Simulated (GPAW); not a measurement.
# B K-edge XANES of YCo3B2 (P6/mmm), part 3 of 3

What does one-electron theory with a core hole give for the B K edge of YCo3B2 (P6/mmm)?

GPAW 26.7.0; X-ray absorption from dipole matrix elements to empty bands, plane-wave PAW LDA.

So far. Step 5 (Spectrum with XCH, B atom 5): Main maxima below 24 eV (height): 1.2 eV (1.45), 3.8 eV (2.08), 5.7 eV (1.76), 11.9 eV (1.03), 15.8 eV (1.11) and 20.1 eV (0.72).  Step 5 (Spectrum with XCH, B atom 5): The total-energy difference is 184.91 eV.

### Step 7. Spectrum with XCH, B atom 5

A smaller cell brings the holes closer; here they are 3.0 Å apart.

Changed against the first core-hole run: supercell atoms from 18 to 6; the field's mesh follows (3×3×3 to 6×4×4).

The input, xas.py:

```python
import numpy as np
from ase import Atoms
from ase.parallel import parprint, paropen
from gpaw import GPAW, PW, FermiDirac, Mixer, MixerDif, setup_paths
from gpaw.test import gen
setup_paths.insert(0, '.')
gen('B', name='fch1s', xcname='LDA', corehole=(1, 0, 1), write_xml=True)
from gpaw.mpi import world
world.barrier()

atoms = Atoms('YCo3B2',
    cell=[[0, 0, -3.038],
     [2.5165, -4.35870586, 0],
     [-2.5165, -4.35870586, 0]],
    scaled_positions=[[0, 0, 0],
     [0.5, 0.5, 0],
     [0.5, 0, 0.5],
     [0.5, 0.5, 0.5],
     [0, 0.33333333, 0.33333333],
     [0, 0.66666667, 0.66666667]],
    magmoms=[0.0, 3.0, 3.0, 3.0, 0.0, 0.0],
    pbc=True)
atoms.calc = calc = GPAW(legacy_gpaw=True, mode=PW(430), xc='LDA', setups={4: 'fch1s'},
    kpts={'size': (6, 4, 4), 'gamma': True}, occupations=FermiDirac(0.1),
    charge=-1, mixer=MixerDif(0.05, 8, 50), maxiter=150,
    convergence={'density': 0.0001}, txt='scf.txt')
energy = atoms.get_potential_energy() + calc.get_reference_energy()
ef = calc.get_fermi_level()
out = dict(energy=energy, fermi=ef, forces=atoms.get_forces().tolist(), magmoms=atoms.get_magnetic_moments().tolist())
parprint(f'all-electron energy {energy:.4f} eV, Fermi level {ef:.4f} eV')
ev = np.array([[calc.get_eigenvalues(k, s) for k in range(len(calc.get_ibz_k_points()))] for s in range(calc.get_number_of_spins())])
out['homo'], out['lumo'], out['counts'] = ev[ev < ef].max(), ev[ev > ef].min(), sorted(set((ev < ef).sum((0, 2)).tolist()))
out['filled'] = (ev[:, 0] < ef).sum(1).tolist()

from ase.units import Ha
from gpaw.xas import dipole_matrix_elements
nb = int(calc.get_number_of_electrons() / 2) + 63
top, nb = nb, nb + 8 + nb // 12
nscf = calc.fixed_density(kpts={'size': (7, 5, 5), 'gamma': True}, nbands=nb,
    convergence={'bands': top, 'eigenstates': 1e-5}, maxiter=60, txt='nscf.txt')
cell = atoms.cell.array
ops = [cell.T @ U.T @ np.linalg.inv(cell.T) for U in nscf.wfs.kd.symmetry.op_scc]
E = np.arange(-6, 34, 0.1)
fwhm = np.interp(E, [4, 25], [0.9, 3.5])
Y, X, zero, highest = 0, 0, 1e9, 1e9
for spin in range(nscf.get_number_of_spins()):
    wfs = nscf.wfs
    A = dipole_matrix_elements(wfs.setups[4])
    eps = np.zeros((wfs.kd.nibzkpts, nb))
    d = np.zeros((3, A.shape[1], wfs.kd.nibzkpts, nb), complex)
    for kpt in wfs.kpt_u:
        if kpt.s == spin and 4 in kpt.P_ani:
            eps[kpt.k] = kpt.eps_n * Ha
            d[:, :, kpt.k] = (kpt.weight * wfs.nspins / 2) ** 0.5 * np.inner(A, kpt.P_ani[4])
    world.sum(eps)
    world.sum(d)
    T = np.einsum('amkn,bmkn->abkn', d, d.conj()).real
    T = sum(np.einsum('ai,ijkn,bj->abkn', R, T, R) for R in ops) / len(ops)
    empty = eps > ef
    zero, highest = min(zero, eps[empty].min()), min(highest, eps[:, top - 1].min())
    lines = [(eps, T, empty)] if spin == 0 else lines + [(eps, T, empty)]
for eps, T, empty in lines:
    f = np.einsum('aakn->akn', T).reshape(3, -1)
    x = eps.ravel() - zero
    w = np.interp(x, E, fwhm) / 2.35482
    g = np.exp(-0.5 * ((E[:, None] - x) / w) ** 2) / (w * (2 * np.pi) ** 0.5)
    Y = Y + (f * empty.ravel()) @ g.T
    X = X + (f * ~empty.ravel()) @ g.T
out.update(E=E.round(2).tolist(), xas=Y.tolist(), xes=X.tolist(), zero=zero, valid=highest - zero, nk=len(eps), nb=nb)
for i in range(0, len(E), 10):
    parprint(f'{E[i]:7.2f}', *(f'{v:10.3e}' for v in Y[:, i]))
import json
with paropen('out.json', 'w') as f:
    json.dump(out, f)
```

Command:

```console
OMP_NUM_THREADS=1 mpirun -n 4 gpaw python xas.py
```

Numbers of over 12 decimals in the logs are rounded to 6 here.

Output:

```text
Input parameters:
  charge: -1
  convergence: {density: 0.0001}
  kpts: {gamma: True,
         size: (6, 4, 4)}
  maxiter: 150
  mixer: {backend: pulay,
          beta: 0.05,
          method: difference,
          nmaxold: 8,
          weight: 50}
  mode: {ecut: 430.0,
         name: pw}
  occupations: {fixmagmom: False,
                name: fermi-dirac,
                width: 0.1}
  setups: {4: fch1s}

[...]
2s:      -0.864526    -0.865247
2p:      -0.653666    -0.654690
*d:                   -0.075592
*f:                   -0.015154
-------------------------------
all-electron energy -206694.0814 eV, Fermi level 10.3010 eV
  -6.00  1.156e-58  1.158e-58  4.976e-59
  -5.00  2.834e-42  2.837e-42  1.636e-42
  -4.00  7.624e-29  7.630e-29  5.845e-29
  -3.00  2.277e-18  2.278e-18  2.316e-18
[...]
32.00  3.432e-04  3.432e-04  4.310e-04
  33.00  3.986e-04  3.986e-04  5.260e-04
[key lines of the parts left out:]
Converged after 31 iterations.
Dipole moment: (0.000000, -0.013429, -0.000000) |e|*Ang
Free energy:    -71.056711
Fermi level: 10.30095
```

It took 44 s on 4 MPI ranks of Intel Xeon Platinum 8559C (Emerald Rapids), shared host; peak memory 0.38 GiB; 2.9 min of CPU time.

These settings depart from the first run's and aren't meant as converged.

The scaled spectrum changes by 12 % r.m.s. The highest intensity below 16 eV goes from 3.8 eV (2.08) to 3.7 eV (2.09).

```
E (eV)  first run  this run
  -2.0       0.00      0.00
  -0.5       0.09      0.09
   1.0       1.40      1.54
   2.5       1.12      0.96
   4.0       2.05      1.95
   5.5       1.73      1.58
   7.0       0.91      0.76
   8.5       0.28      0.36
  10.0       0.54      0.77
  11.5       1.00      1.01
  13.0       0.90      0.86
  14.5       0.95      1.03
  16.0       1.10      1.00
  17.5       0.73      0.67
  19.0       0.66      0.69
  20.5       0.71      0.67
  22.0       0.59      0.55
  23.5       0.51      0.48
  25.0       0.47      0.46
  26.5       0.44      0.45
  28.0       0.47      0.48
  29.5       0.45      0.43
  31.0       0.36      0.35
```

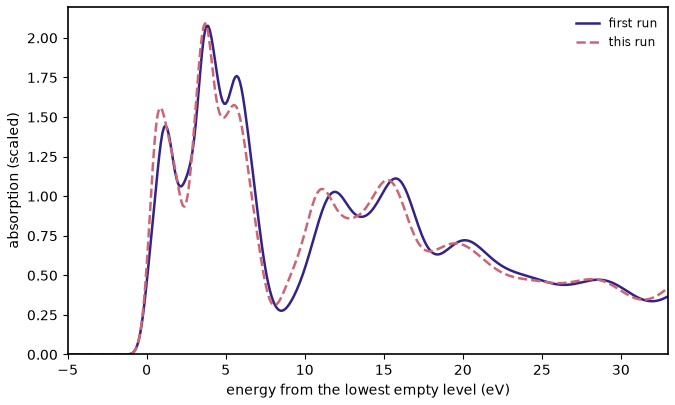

This run beside the first core-hole run.

### Step 8. What the core hole does

Both curves are counted from their own zero, so only the shift of weight within the empty states shows.

```
E (eV)  no hole   XCH
  -2.0     0.00  0.00
  -1.0     0.00  0.00
   0.0     0.28  0.45
   1.0     0.72  1.40
   2.0     0.84  1.08
   3.0     0.59  1.36
   4.0     1.13  2.05
   5.0     1.44  1.58
   6.0     1.84  1.68
   7.0     1.92  0.91
   8.0     1.13  0.34
   9.0     0.44  0.31
  10.0     0.44  0.54
  11.0     0.59  0.88
  12.0     0.83  1.03
  13.0     0.98  0.90
  14.0     0.91  0.89
  15.0     1.01  1.03
  16.0     1.31  1.10
  17.0     1.30  0.87
  18.0     1.00  0.65
  19.0     0.86  0.66
  20.0     0.92  0.72
  21.0     0.96  0.68
  22.0     0.89  0.59
  23.0     0.79  0.53
  24.0     0.71  0.50
  25.0     0.65  0.47
  26.0     0.60  0.44
  27.0     0.57  0.44
  28.0     0.58  0.47
  29.0     0.60  0.47
  30.0     0.57  0.43
  31.0     0.48  0.36
  32.0     0.41  0.34
```

With each curve scaled to its own mean, the area from −2 to 6 eV with the hole is 8.8 against 5.9, and the centre of weight from −1 to 20 eV moves by -1.2 eV: the hole pulls the absorber's empty states down.

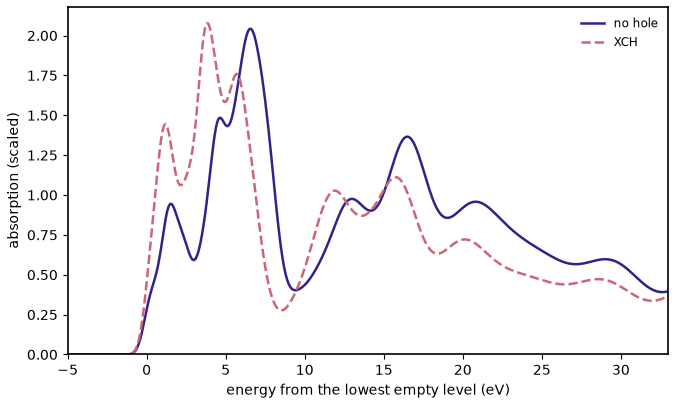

The B K edge with and without the core hole, each from its own zero; the highest intensity below 16 eV lies at 3.8 eV with the hole.

### Step 9. Outcome

```
absorber and edge                                    : B K, atom 5 of the ground-state input (counted from 1)
surroundings                                         : 6 Co at 2.10 Å (distorted trigonal prismatic, site symmetry -6m2)
highest intensity below 16 eV                        : 3.8 eV above the zero, height 2.08
photon energy of the zero (spin-polarised hole, raw) : 184.9 eV (LDA puts this hole about 2 eV below PBE, itself good to a few eV)
```

In words: The B K edge of atom 5, with 6 Co at 2.10 Å (distorted trigonal prismatic, site symmetry -6m2), has its highest intensity of the first 16 eV at 3.8 eV above the zero, near 189 eV in photon energy (LDA puts this hole about 2 eV below PBE, itself good to a few eV), 2.1 times the mean level of the first 20 eV (Gaussian full width 0.9 eV up to 4 eV, rising linearly to 3.5 eV at 25 eV). With each curve scaled to its own mean, the area from −2 to 6 eV with the hole is 8.8 against 5.9, and the centre of weight from −1 to 20 eV moves by -1.2 eV: the hole pulls the absorber's empty states down. A cell with holes 3.0 Å apart changes the curve by 12 % r.m.s. (9 % after the best shift). At the B K edge of atom 5 polarisation matters most near 3.6 eV, where the curves differ by 1.7 on this scale. The hole lies in one spin channel, while the script sums the empty states of both and takes the lower zero; where the two channels are split, this blurs and shifts the curve. The starting moments shrank to 0.00 μB or less, so this is hardly a magnetic state. The holes are only 5.9 Å apart, so the shape is probably not converged with cell size; no larger cell was run here. The mesh is coarse (0.27 Å⁻¹ between points), so small maxima may be mesh ripples. The structure is a published determination, not relaxed.

[Banner, clock and machine lines of the logs are left out without a mark of their own.]

[Logs are printed without paths, hosts, clocks, repeated set-up lines and the standing remarks that a program may print on its own settings, such as how far it seeks lower states.]

[Hosts, paths, dates, database ids (printed as entryN), source tags and the programs' standing remarks are cut or masked in the printed files.]

[Lists of maxima count a maximum above −3 eV only where it reaches 4 % of the highest in the window and stands out from its surroundings by 2 % of it (1.5 % where it reaches 55 %); shoulders and weaker maxima are passed over, and of the rest the first, up to two pre-edge ones and the few strongest are named.]
